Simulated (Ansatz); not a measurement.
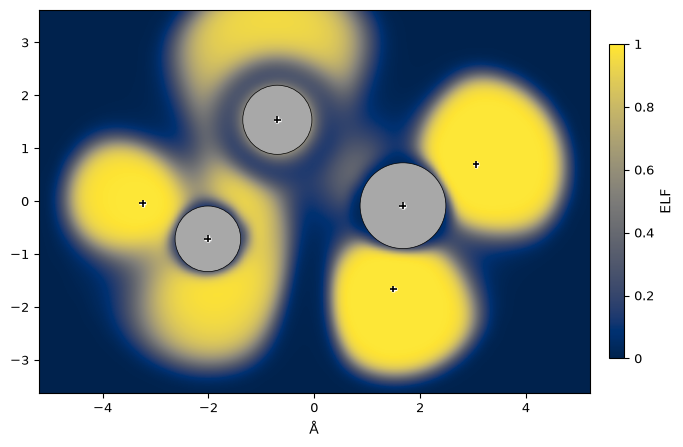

The ELF on a plane through atoms (crosses mark nuclei in the plane; grey discs cover the cores).

The calculation used Ansatz, isolated molecule in a Gaussian basis; Kohn-Sham density functional theory, functional PBE0.

Candidates:
A. AlH6PSn
B. H2OSi2
C. BH5NSi (charge +1)

### Which system is this?

Candidate A: AlH6PSn on the plane of atoms H4, Al1 and H5, which holds Al, P, Sn and H. Sn–P (2.61 Å): the ELF peaks at about 0.90 in the valence shell of P, 1.0 Å from its nucleus, and drops to about 0.20 between the two atoms. P–H (1.43 Å): the ELF climbs to about 1 towards the hydrogen, as it does in any bond to H.
